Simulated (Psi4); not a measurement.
**Run report: CH$_{6}$GeO, property calculation**

System: CH$_{6}$GeO.
Method: SCAN/aug-cc-pVDZ, RKS (Psi4 1.11).

The geometry comes from this level: PBE0-D4/def2-TZVP.

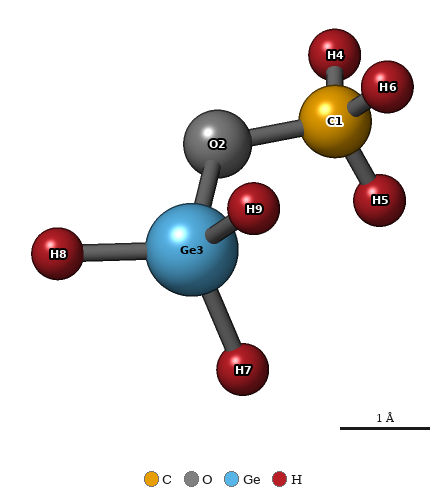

Fig. 1: The input geometry (ball-and-stick view, seen at a tilt; atoms are numbered from 1 in the order of the input). Sticks mark near contacts. Bond lengths as drawn: C–H 1.09 to 1.10 Å, C–O 1.41 Å, Ge–H 1.53 to 1.54 Å and Ge–O 1.78 Å.

Summary

| quantity | value |
| --- | --- |
| outcome | converged |
| total energy | −2194.825176 hartree |
| basis functions | 136 |
| HOMO | −6.41 eV |
| LUMO | −0.55 eV |
| dipole moment | 1.17 D |
| hardware | 1 thread of Intel Xeon @ 2.90GHz (Ice Lake), 64 GiB of memory available, shared host |
| wall time | 18 s |
| peak memory | 1.1 GiB |

Remarks

These settings are looser than, or depart from, a standard set-up, so the numbers are not reference values for this system.

Input (job.dat)
```
memory 1.6 GB

molecule mol {
  0 1
  C     -0.461600     0.939500    -0.879600
  O     -0.657300    -0.383600    -0.447300
  Ge     0.409500    -1.004400     0.834300
  H     -1.194400     1.152600    -1.661500
  H      0.540900     1.094500    -1.301500
  H     -0.607700     1.666800    -0.069200
  H      1.870200    -0.939000     0.345100
  H     -0.054100    -2.444000     1.070300
  H      0.242900    -0.128600     2.092200
  units angstrom
  symmetry c1
}

set {
  basis aug-cc-pVDZ
  puream true
  scf_type pk
  dft_radial_points 15
  dft_spherical_points 26
}

e, wfn = energy('scan', return_wfn=True)
oeprop(wfn, 'DIPOLE', 'QUADRUPOLE', 'MULLIKEN_CHARGES', 'LOWDIN_CHARGES')
print_variables()
```

Command:
```bash
psi4 job.dat job.out -n 1
```

What the program printed
```
Psi4 1.11 release

   => Loading Basis Set <=

    Name: AUG-CC-PVDZ
    Role: ORBITAL
    Keyword: BASIS

         ---------------------------------------------------------
                                   SCF
                              RKS Reference
                        1 Threads,   1525 MiB Core
         ---------------------------------------------------------

  ==> Geometry <==

    Molecular point group: c1
    Full point group: C1

    Geometry (in Angstrom), charge = 0, multiplicity = 1:

       Center              X                  Y                   Z               Mass
    ------------   -----------------  -----------------  -----------------  -----------------
         C           -0.600741203937     1.575853242210    -1.291239318951    12.000000000000
         O           -0.796441203937     0.252753242210    -0.858939318951    15.994914619570
         GE           0.270358796063    -0.368046757790     0.422660681049    73.921177761000
         H           -1.333541203937     1.788953242210    -2.073139318951     1.007825032230
         H            0.401758796063     1.730853242210    -1.713139318951     1.007825032230
         H           -0.746841203937     2.303153242210    -0.480839318951     1.007825032230
         H            1.731058796063    -0.302646757790    -0.066539318951     1.007825032230
         H           -0.193241203937    -1.807646757790     0.658660681049     1.007825032230
         H            0.103758796063     0.507753242210     1.680560681049     1.007825032230

  Running in c1 symmetry.

  Rotational constants: A =      0.99294  B =      0.13467  C =      0.12717 [cm^-1]
  Rotational constants: A =  29767.50383  B =   4037.17726  C =   3812.40534 [MHz]
  Nuclear repulsion =  205.435326497741073

  Charge       = 0
  Multiplicity = 1
  Electrons    = 52
  Nalpha       = 26
  Nbeta        = 26

  ==> Algorithm <==

  SCF Algorithm Type is PK.
  DIIS enabled.
  MOM disabled.
  Fractional occupation disabled.
  Guess Type is SAD.
  Energy threshold   = 1.00e-06
  Density threshold  = 1.00e-06
  Integral threshold = 1.00e-12

  ==> Primary Basis <==

  Basis Set: AUG-CC-PVDZ
    Blend: AUG-CC-PVDZ
    Number of shells: 62
    Number of basis functions: 136
    Number of Cartesian functions: 143
    Spherical Harmonics?: true
    Max angular momentum: 2

  ==> DFT Potential <==

   => LibXC <=

    Version 7.1.2

   => Composite Functional: SCAN <=

    Deriv               =              1
    GGA                 =           TRUE
    Meta                =           TRUE

    Exchange Hybrid     =          FALSE
    MP2 Hybrid          =          FALSE

   => Exchange Functionals <=

    1.0000   XC_MGGA_X_SCAN

   => Correlation Functionals <=

    1.0000   XC_MGGA_C_SCAN

   => LibXC Density Thresholds  <==

    XC_MGGA_C_SCAN:  1.00E-15
    XC_MGGA_X_SCAN:  1.00E-15

   => Molecular Quadrature <=

    Radial Scheme          =       TREUTLER
    Pruning Scheme         =           NONE
    Nuclear Scheme         =       TREUTLER

    Blocking Scheme        =         OCTREE
    BS radius alpha        =              1
    Pruning alpha          =              1
    Radial Points          =             15
    Spherical Points       =             26
    Total Points           =           3442
    Total Blocks           =             43
    Max Points             =            179
    Max Functions          =            136
    Weights Tolerance      =       1.00E-15

  ==> Integral Setup <==

  Using in-core PK algorithm.
   Calculation information:
      Number of atoms:                   9
      Number of AO shells:              62
      Number of primitives:            185
      Number of atomic orbitals:       143
      Number of basis functions:       136

      Integral cutoff                 1.00e-12
      Number of threads:                 1

  Performing in-core PK
  Using 86797172 doubles for integral storage.
  We computed 1903638 shell quartets total.
  Whereas there are 1908081 unique shell quartets.

  ==> DiskJK: Disk-Based J/K Matrices <==

    J tasked:                  Yes
    K tasked:                   No
    wK tasked:                  No
    Memory [MiB]:             1109
    Schwarz Cutoff:          1E-12

  Cached 100.0% of DFT collocation blocks in 0.034 [GiB].

  Minimum eigenvalue in the overlap matrix is 3.7735169192E-04.
  Reciprocal condition number of the overlap matrix is 3.5043067803E-05.
    Using symmetric orthogonalization.

  ==> Pre-Iterations <==

  SCF Guess: Superposition of Atomic Densities via on-the-fly atomic UHF (no occupation information).

   -------------------------
    Irrep   Nso     Nmo
   -------------------------
     A        136     136
   -------------------------
    Total     136     136
   -------------------------

  ==> Iterations <==

                        Total Energy        Delta E     RMS |[F,P]|

   @RKS iter SAD: -2191.22910993913729   -2.19123e+03   0.00000e+00
   @RKS iter   1: -2193.75814898504041   -2.52904e+00   1.07610e-02 DIIS/ADIIS
   @RKS iter   2: -2193.23609634810236    5.22053e-01   1.57758e-02 DIIS/ADIIS
   @RKS iter   3: -2194.78449058186425   -1.54839e+00   2.31155e-03 DIIS/ADIIS
   @RKS iter   4: -2194.77738720781917    7.10337e-03   2.54030e-03 DIIS/ADIIS
   @RKS iter   5: -2194.82502304815080   -4.76358e-02   1.16058e-04 DIIS/ADIIS
   @RKS iter   6: -2194.82515192711435   -1.28879e-04   4.61798e-05 DIIS
   @RKS iter   7: -2194.82517284725145   -2.09201e-05   1.64235e-05 DIIS
   @RKS iter   8: -2194.82517530093719   -2.45369e-06   5.16749e-06 DIIS
   @RKS iter   9: -2194.82517554041442   -2.39477e-07   1.30914e-06 DIIS
   @RKS iter  10: -2194.82517556421544   -2.38010e-08   1.46187e-07 DIIS
  Energy and wave function converged.

  ==> Post-Iterations <==

   Electrons on quadrature grid:
      Ntotal   =   51.9566474146 ; deviation = -4.335e-02

    Orbital Energies [Eh]
    ---------------------

    Doubly Occupied:

       1A   -399.243673     2A    -49.323696     3A    -43.761421
       4A    -43.761208     5A    -43.761146     6A    -19.046658
       7A    -10.081714     8A     -6.137952     9A     -4.311763
      10A     -4.309346    11A     -4.308517    12A     -1.158675
      13A     -1.153141    14A     -1.151420    15A     -1.150358
      16A     -1.149314    17A     -0.966314    18A     -0.647222
      19A     -0.533421    20A     -0.420297    21A     -0.412590
      22A     -0.412130    23A     -0.327912    24A     -0.322108
      25A     -0.278315    26A     -0.235586

    Virtual:

      27A     -0.020377    28A     -0.001112    29A      0.020355
      30A      0.030880    31A      0.041798    32A      0.044687
      33A      0.045919    34A      0.065643    35A      0.071883
      36A      0.076563    37A      0.089466    38A      0.110585
      39A      0.116449    40A      0.128146    41A      0.133423
      42A      0.137798    43A      0.139180    44A      0.140940
      45A      0.151078    46A      0.159212    47A      0.182217
      48A      0.188623    49A      0.201657    50A      0.233004
      51A      0.254916    52A      0.272356    53A      0.285086
      54A      0.290021    55A      0.294889    56A      0.303301
      57A      0.307000    58A      0.328339    59A      0.329662
      60A      0.356172    61A      0.357878    62A      0.390495
      63A      0.405612    64A      0.423101    65A      0.425411
      66A      0.429782    67A      0.442002    68A      0.445452
      69A      0.467955    70A      0.499146    71A      0.503849
      72A      0.513435    73A      0.523207    74A      0.523504
      75A      0.543799    76A      0.565719    77A      0.582745
      78A      0.615099    79A      0.615800    80A      0.623892
      81A      0.636042    82A      0.692668    83A      0.709825
      84A      0.726648    85A      0.738402    86A      0.805655
      87A      0.819385    88A      0.819710    89A      0.845454
      90A      0.851946    91A      0.874718    92A      0.932336
      93A      0.980518    94A      0.998744    95A      1.029073
      96A      1.101931    97A      1.117855    98A      1.160670
      99A      1.184948   100A      1.207136   101A      1.225780
     102A      1.300221   103A      1.388391   104A      1.508156
     105A      1.540468   106A      1.552550   107A      1.588574
     108A      1.605058   109A      1.666521   110A      1.667714
     111A      1.742107   112A      1.779209   113A      1.786433
     114A      1.856889   115A      1.861871   116A      1.881516
     117A      1.899741   118A      1.945296   119A      1.953347
     120A      1.992842   121A      1.994257   122A      2.063356
     123A      2.079542   124A      2.177446   125A      2.229020
     126A      2.370494   127A      2.394823   128A      2.531737
     129A      2.621887   130A      2.697161   131A      2.856316
     132A      3.438750   133A      3.443672   134A      3.487803
     135A      3.640604   136A      3.660498

    Final Occupation by Irrep:
              A
    DOCC [    26 ]
    NA   [    26 ]
    NB   [    26 ]

  @RKS Final Energy: -2194.82517556421544

   => Energetics <=

    Nuclear Repulsion Energy =            205.4353264977410731
    One-Electron Energy =               -3462.1272429276832554
    Two-Electron Energy =                1158.0687572930244187
    DFT Exchange-Correlation Energy =     -96.2020164272976643
    Empirical Dispersion Energy =           0.0000000000000000
    VV10 Nonlocal Energy =                  0.0000000000000000
    Total Energy =                      -2194.8251755642154421

Computation Completed

Properties will be evaluated at   0.000000,   0.000000,   0.000000 [a0]

Properties computed using the SCF density matrix

 Multipole Moments:

 ------------------------------------------------------------------------------------
     Multipole            Electronic (a.u.)      Nuclear  (a.u.)        Total (a.u.)
 ------------------------------------------------------------------------------------

 L = 1.  Multiply by 2.5417464519 to convert [e a0] to [Debye]
 Dipole X            :          2.9035919           -2.5729426            0.3306493
 Dipole Y            :         -7.1438481            7.4078560            0.2640080
 Dipole Z            :          6.0211074           -5.8359365            0.1851709
 Magnitude           :                                                    0.4618630

 ------------------------------------------------------------------------------------

	total time  =         17 seconds =       0.28 minutes

Properties will be evaluated at   0.000000,   0.000000,   0.000000 [a0]
OEProp: No title given, name of density matrix used for the following properties is 'SCF density'

 Multipole Moments:

 ------------------------------------------------------------------------------------
     Multipole            Electronic (a.u.)      Nuclear  (a.u.)        Total (a.u.)
 ------------------------------------------------------------------------------------

 L = 1.  Multiply by 2.5417464519 to convert [e a0] to [Debye]
 Dipole X            :          2.9035919           -2.5729426            0.3306493
 Dipole Y            :         -7.1438481            7.4078560            0.2640080
 Dipole Z            :          6.0211074           -5.8359365            0.1851709
 Magnitude           :                                                    0.4618630

 L = 2.  Multiply by 1.3450342976 to convert [e a0^2] to [Debye ang]
 Quadrupole XX       :        -78.6409634           53.9983551          -24.6426083
 Quadrupole XY       :         49.3315409          -50.0195660           -0.6880251
 Quadrupole XZ       :        -57.8221491           57.6761608           -0.1459882
 Quadrupole YY       :       -146.7930482          124.4992483          -22.2937999
 Quadrupole YZ       :         94.9979415          -96.4975661           -1.4996247
 Quadrupole ZZ       :       -139.1031148          115.5205852          -23.5825296
 Traceless XX        :         42.8714121          -44.0077078           -1.1362957
 Traceless YY        :        -25.2806728           26.4931855            1.2125127
 Traceless ZZ        :        -17.5907393           17.5145223           -0.0762170

 ------------------------------------------------------------------------------------
  Mulliken Charges: (a.u.)
   Center  Symbol    Alpha    Beta     Spin     Total
       1     C     2.45635  2.45635  0.00000  1.08729
       2     O     4.46787  4.46787  0.00000 -0.93574
       3    GE    16.03228 16.03228  0.00000 -0.06456
       4     H     0.67093  0.67093  0.00000 -0.34187
       5     H     0.60330  0.60330  0.00000 -0.20659
       6     H     0.60335  0.60335  0.00000 -0.20669
       7     H     0.39840  0.39840  0.00000  0.20321
       8     H     0.36900  0.36900  0.00000  0.26200
       9     H     0.39852  0.39852  0.00000  0.20296

   Total alpha = 26.00000, Total beta = 26.00000, Total charge =  0.00000

  Lowdin Charges: (a.u.)
   Center  Symbol    Alpha    Beta     Spin     Total
       1     C     3.01830  3.01830  0.00000 -0.03660
       2     O     4.13694  4.13694  0.00000 -0.27389
       3    GE    15.62227 15.62227  0.00000  0.75547
       4     H     0.51759  0.51759  0.00000 -0.03518
       5     H     0.51700  0.51700  0.00000 -0.03400
       6     H     0.51700  0.51700  0.00000 -0.03400
       7     H     0.55831  0.55831  0.00000 -0.11663
       8     H     0.55422  0.55422  0.00000 -0.10845
       9     H     0.55836  0.55836  0.00000 -0.11672

  Total alpha = 26.00000, Total beta = 26.00000, Total charge =  0.00000

  Variable Map:
  ----------------------------------------------------------------------------
  "CURRENT ENERGY"              =>   -2194.825175564215
  "CURRENT REFERENCE ENERGY"    =>   -2194.825175564215
  "DD SOLVATION ENERGY"         =>       0.000000000000
  "DFT FUNCTIONAL TOTAL ENERGY" =>   -2194.825175564215
  "DFT TOTAL ENERGY"            =>   -2194.825175564215
  "DFT VV10 ENERGY"             =>       0.000000000000
  "DFT XC ENERGY"               =>     -96.202016427298
  "GRID ELECTRONS ALPHA"        =>      25.978323707309
  "GRID ELECTRONS BETA"         =>      25.978323707309
  "GRID ELECTRONS TOTAL"        =>      51.956647414619
  "NUCLEAR REPULSION ENERGY"    =>     205.435326497741
  "ONE-ELECTRON ENERGY"         =>   -3462.127242927683
  "PCM POLARIZATION ENERGY"     =>       0.000000000000
  "PE ENERGY"                   =>       0.000000000000
  "SCF ITERATION ENERGY"        =>   -2194.825175564215
  "SCF ITERATIONS"              =>      10.000000000000
  "SCF TOTAL ENERGY"            =>   -2194.825175564215
  "TWO-ELECTRON ENERGY"         =>    1158.068757293024
  "XC GRID RADIAL POINTS"       =>      15.000000000000
  "XC GRID SPHERICAL POINTS"    =>      26.000000000000
  "XC GRID TOTAL POINTS"        =>    3442.000000000000

  Array Variable Map:
  ----------------------------------------------------------------------------
  "CURRENT DIPOLE"              =>       0.330649254030 ... 0.185170919323 1 by 3
  "DIPOLE"                      =>       0.330649254030 ... 0.185170919323 1 by 3
  "QUADRUPOLE"                  =>     -24.642608275717 ... -23.582529628549 1 by 6
  "SCF DIPOLE"                  =>       0.330649254030 ... 0.185170919323 1 by 3
  "SCF TOTAL ENERGIES"          =>   -2191.229109939137 ... -2194.825175564215 1 by 11

    Psi4 run time: 0:00:17.37
```

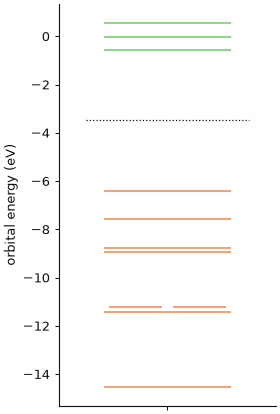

Fig. 2: Orbital energies near the frontier; the dotted line parts filled from empty levels, and levels within 0.02 eV of each other stand side by side. Highest filled −6.41 eV, lowest empty −0.55 eV, 5.86 eV apart.
